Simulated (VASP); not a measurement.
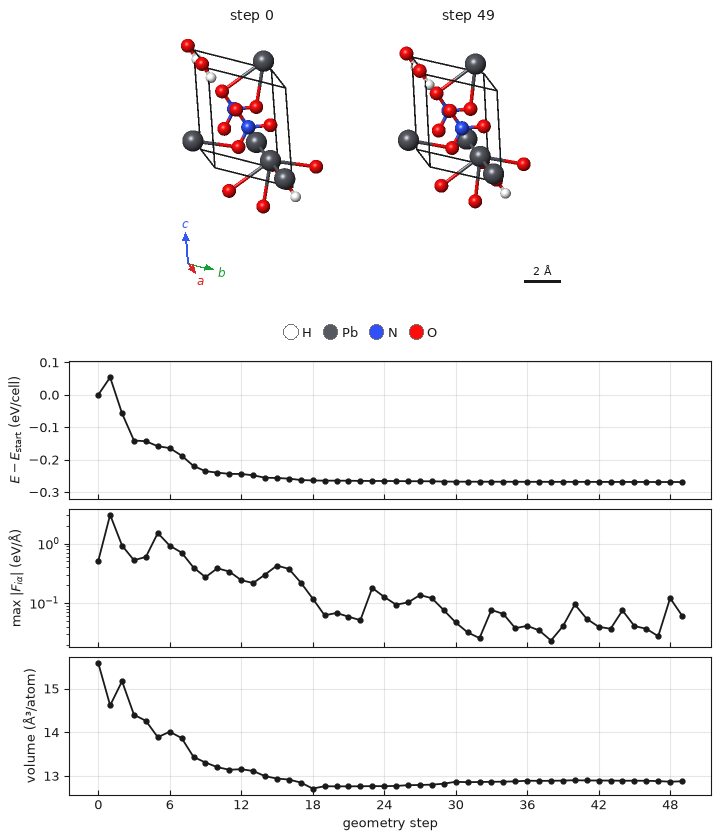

First and last geometry of a relaxation of a crystal of HPbNO₄ (a generated structure, set up in P1), with the history of the run. Style: ball-and-stick. Shown: the cell of the calculation, slightly off an axis.

The run lets cell and atoms move.

Theory: Kohn-Sham DFT of a periodic cell, LDA, VASP PAW LDA potentials, recommended in VASP 6.6.1.

Input file:
```
SYSTEM = HPbNO4
  PREC = Accurate
  ENCUT = 600
  EDIFF = 1E-6
  ISMEAR = -1
  SIGMA = 0.05
  LREAL = .FALSE.
  LASPH = .TRUE.
  NELM = 60
  ALGO = Fast
  ISIF = 3
  LWAVE = .FALSE.
  LCHARG = .FALSE.
  GGA = CA
  IBRION = 2
  NSW = 60
  EDIFFG = -0.01
  KPAR = 4
```

Launched with:
```bash
cat potpaw_LDA.64/H/POTCAR potpaw_LDA.64/Pb_d/POTCAR potpaw_LDA.64/N/POTCAR potpaw_LDA.64/O/POTCAR > POTCAR
mpirun -np 4 vasp_std > vasp.out
```

> What do the curves and the structures tell?

The run was cut off at its time limit before the relaxation converged, so the last structure is only a point on the way. After 49 geometry steps the energy has fallen by 0.269 eV per cell of the calculation. The largest force component goes from 0.51 to 0.061 eV/Å. Pressure: −4.53 GPa at the start and −0.02 GPa at the end. The largest move relative to the cell is that of the Pb atom, 0.14 Å along [0 −1 1]. Largest moves by element: Pb 0.14 Å, H 0.11 Å, O 0.11 Å, N 0.01 Å. Cell: a 4.275 → 4.093 Å (−4.3 %), b 5.609 → 5.191 Å (−7.5 %), c 5.670 → 5.273 Å (−7.0 %), α 100.0° → 97.3°, β 111.9° → 112.6°, γ 111.8° → 112.9°. Volume −17.4 %. Among the contacts that change: O–Pb 2.893 → 2.740 Å, O–Pb 2.659 → 2.562 Å, O–Pb 2.681 → 2.614 Å, O–Pb 2.340 → 2.282 Å. Among the angles between lasting bonds that change: Pb–O–Pb 131.7° → 127.2°, O–Pb–O 131.7° → 127.2°, H–O–Pb 114.1° → 116.5°. The space group stays P1 (No. 1). At step 1 the optimiser overshot: the energy rose above the start, and later steps came back. The volume changes by over a tenth within one run on a fixed set of plane waves, so the end point should be relaxed again from the new cell.
